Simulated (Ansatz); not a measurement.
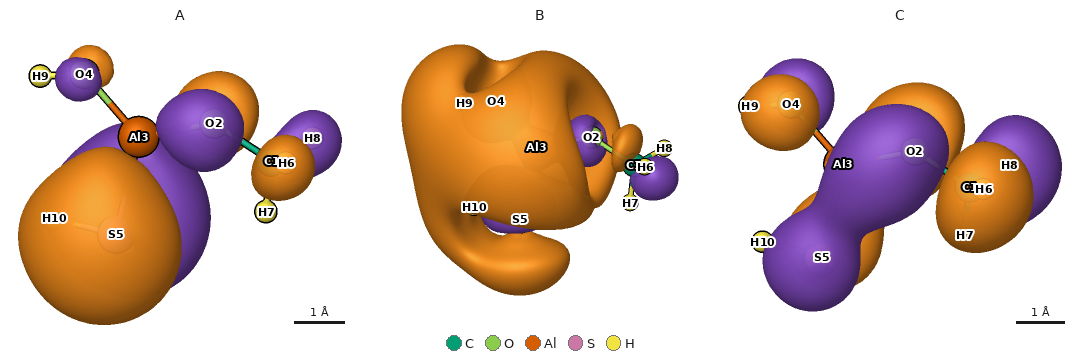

*CH₅AlO₂S (SMILES C[O][Al]([OH])[SH]). Three frontier orbitals at ±0.05 Å⁻³ᐟ² (orange and purple are the two phases), in no order.*

Geometry: PBE0-D4/def2-TZVP.

Level of theory: RKS PBE0-D4/def2-TZVPP (Ansatz 0.2.0).

```xyz
10

C    -0.5664    0.6510    1.7888
O    -0.2939   -0.4122    0.9243
Al    0.2183   -0.5578   -0.6616
O     0.4050   -2.1124   -1.2849
S     0.6054    1.2659   -1.7974
H     0.0650    0.5798    2.6803
H    -0.3892    1.6300    1.3259
H    -1.6121    0.6142    2.1107
H     0.6903   -2.3106   -2.1736
H     0.9606    0.6010   -2.9096
```

Question: Order the three orbitals by energy and name them.

Answer: C is the HOMO−1 (−8.28 eV). Its weight (Hirshfeld) is mainly on O2 (about 50 %), C1 (about 15 %), Al3 (about 10 %), H6 (about 5 %), H8 (about 5 %) and S5 (about 5 %). A is the HOMO (−7.71 eV). Its weight (Hirshfeld) is mainly on S5 (about 75 %) and O2 (about 10 %); largely a lone pair of S5. B is the LUMO (−0.45 eV). Its weight (Hirshfeld) is mainly on Al3 (about 50 %), S5 (about 15 %), O4 (about 10 %) and H9 (about 10 %).

Question: What is the HOMO–LUMO gap?

Answer: 7.26 eV between the orbital energies.
